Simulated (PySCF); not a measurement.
## Electronic structure of C5H15NSi (SMILES C[SiH2]NCC(C)C) in real space

```xyz
22

C     3.5027    0.6679   -0.6292
Si    2.0884   -0.4835   -0.1229
N     0.8526    0.5351    0.4982
C    -0.3841    0.0339    1.0423
C    -1.4138   -0.4083   -0.0108
C    -2.6353   -1.0116    0.6769
C    -1.8256    0.7598   -0.9032
H     3.7923    1.3270    0.1829
H     3.2401    1.2872   -1.4818
H     4.3741    0.0852   -0.9077
H     1.7235   -1.3181   -1.2865
H     2.4662   -1.3750    0.9798
H     0.7339    1.4446    0.0779
H    -0.1370   -0.8244    1.6716
H    -0.8318    0.8055    1.6792
H    -0.9400   -1.1750   -0.6327
H    -2.3473   -1.8538    1.3019
H    -3.1210   -0.2681    1.3057
H    -3.3551   -1.3601   -0.0602
H    -2.2483    1.5645   -0.3041
H    -2.5745    0.4410   -1.6247
H    -0.9703    1.1454   -1.4534
```

Geometry: GFN2-xTB.

Method: PBE0/pcSseg-1, SCF density, gas phase, non-relativistic (PySCF).

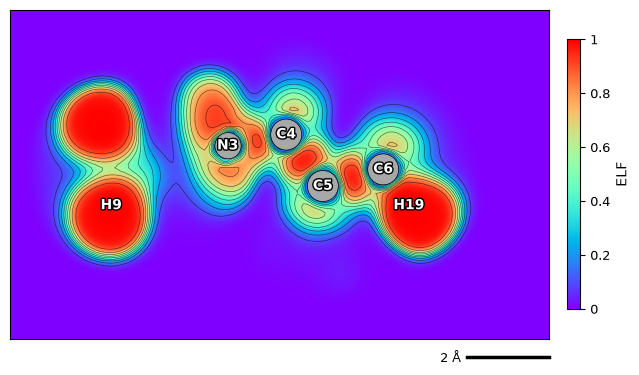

Figure 1. ELF on the plane of atoms N3, C4 and C5. Grey discs cover the atomic cores.

> Read the bonding off the picture.

The section cuts through N, C and H sites. C–N (1.44 Å): the ELF peaks at about 0.90 between the atoms; a covalent bond. C–C (1.53 Å): the ELF peaks at about 0.95 between the atoms: localised, covalent bonding. C–H (1.09 Å): the ELF climbs to about 1 towards the hydrogen, as it does in any bond to H (an ordinary covalent bond to hydrogen). The ELF also peaks beside N3, away from the bonds: lone-pair regions.

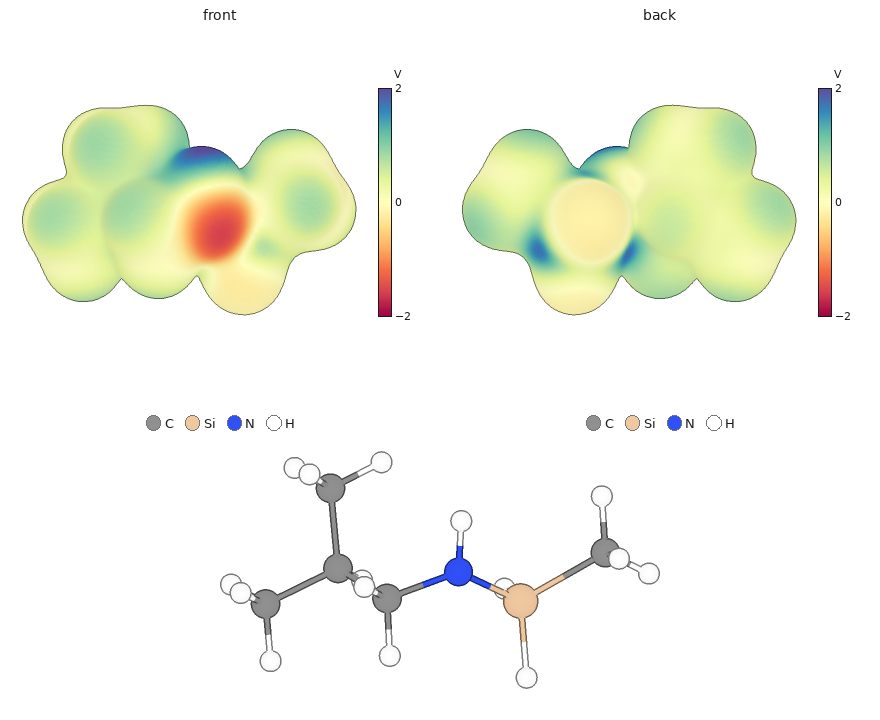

Figure 2. The electrostatic potential painted on the density surface at 0.004 e/bohr³, seen from the front and from behind; red is negative and blue positive. The bare structure is drawn below in the same view.

> Where is the surface potential most negative and most positive?

The most negative region (about −1.5 V) lies over N3, the most positive (about +1.9 V) over H13. N3 is the likeliest acceptor of a hydrogen bond.
